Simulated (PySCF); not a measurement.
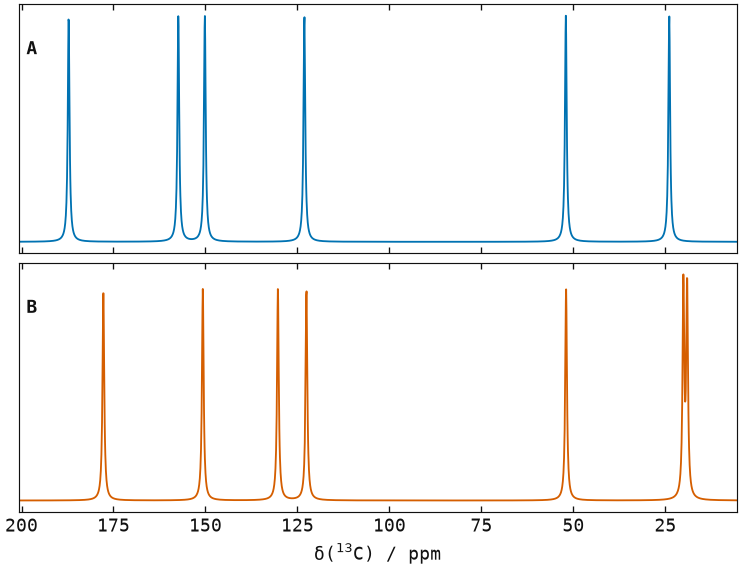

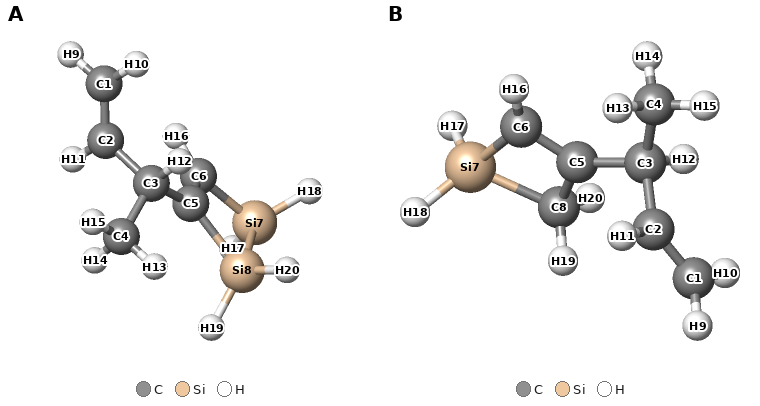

Related molecules: A is C₆H₁₂Si₂, SMILES C=C[C@@H](C)C1=C[SiH2][SiH2]1; B is C₇H₁₂Si, SMILES C=C[C@H](C)C1=C[SiH2]C1. GIAO ¹³C shifts against TMS, PBE0/pcSseg-1, PySCF, at a GFN2-xTB geometry (no frequency check); fully decoupled, line heights follow the number of nuclei within a panel, widths are arbitrary (no quadrupolar broadening); values of one conformer, averaged over methyl-type rotors and exact or near symmetry; other conformers aren't averaged in.

Assign the ¹³C signals of each molecule.

A: 187.2 (C5); 157.4 (C6); 150.2 (C2); 123.1 (C1); 52.1 (C3); 24.0 (C4)
B: 177.8 (C5); 150.7 (C2); 130.3 (C6); 122.6 (C1); 52.0 (C3); 20.1 (C8); 19.1 (C4)

The order of signals that lie close, as those under 2 ppm apart, is within the error of the method.

Caveats, for all or some of the runs: the tight-binding geometry is rougher than a DFT one and adds to the error.
